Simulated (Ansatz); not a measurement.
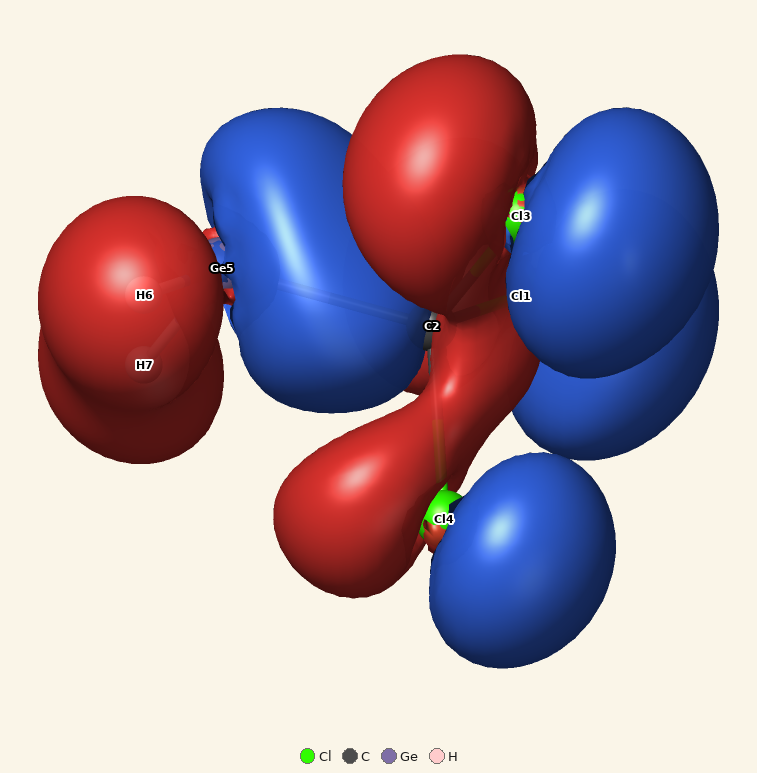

The picture shows: CH₂Cl₃Ge (SMILES Cl[C](Cl)(Cl)[GeH2]) (doublet). The HOMO−1 (α) at ±0.06 Å⁻³ᐟ² (blue and red are the two phases), seen from one side.

Not at a stationary point (largest force 1.6 eV/Å).

The calculation used SCF hf, Gaussian basis (Ansatz 0.2.0).

```yaml
atoms:
  - { symbol: Cl, position_ang: [-1.4880, -0.9776, 1.3318] }
  - { symbol: C, position_ang: [-0.7551, -0.0115, 0.0317] }
  - { symbol: Cl, position_ang: [-1.5858, 1.5562, -0.0825] }
  - { symbol: Cl, position_ang: [-0.9115, -0.8792, -1.5121] }
  - { symbol: Ge, position_ang: [1.1272, 0.2798, 0.4232] }
  - { symbol: H, position_ang: [1.7639, 1.1206, -0.7125] }
  - { symbol: H, position_ang: [1.8492, -1.0883, 0.5205] }
```

Describe this orbital and give its energy.

It lies mainly on Cl1 (about 25 %), Cl3 (about 25 %), Ge5 (about 15 %), C2 (about 15 %) and Cl4 (about 10 %). Its energy is −11.65 eV.
